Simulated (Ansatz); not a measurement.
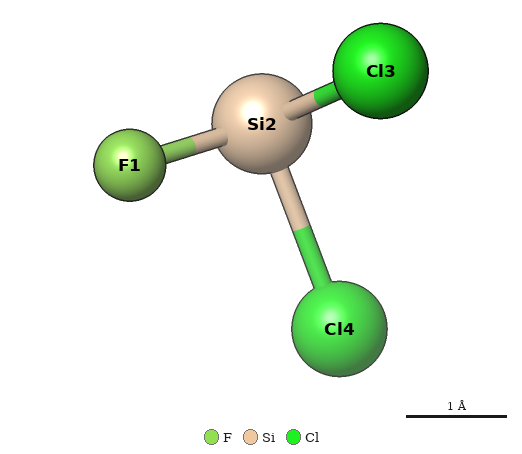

Source: calculation with Ansatz.

Orthographic view. Depth is shown by fading: the farther an atom, the more it takes the colour of the background. State: charge −1, singlet. Geometry: moved along internal coordinates away from the minimum.

Write a MOL file (V2000) with the atoms in numerical order, bonds sorted by atom number with the orders drawn, and coordinates in the frame of the picture: x right, y up, z towards the viewer, origin at the mean position.

```
SiCl2F
                    3D

  4  3  0  0  0  0  0  0  0  0999 V2000
   -1.4900    0.0700    0.3400 F   0  0  0  0  0  0  0  0  0  0  0  0
   -0.1600    0.4900   -0.5500 Si  0  0  0  0  0  3  0  0  0  0  0  0
    1.0300    1.0200    1.0400 Cl  0  0  0  0  0  0  0  0  0  0  0  0
    0.6200   -1.5700   -0.8300 Cl  0  0  0  0  0  0  0  0  0  0  0  0
  1  2  1  0
  2  3  1  0
  2  4  1  0
M  CHG  1   2  -1
M  END
```
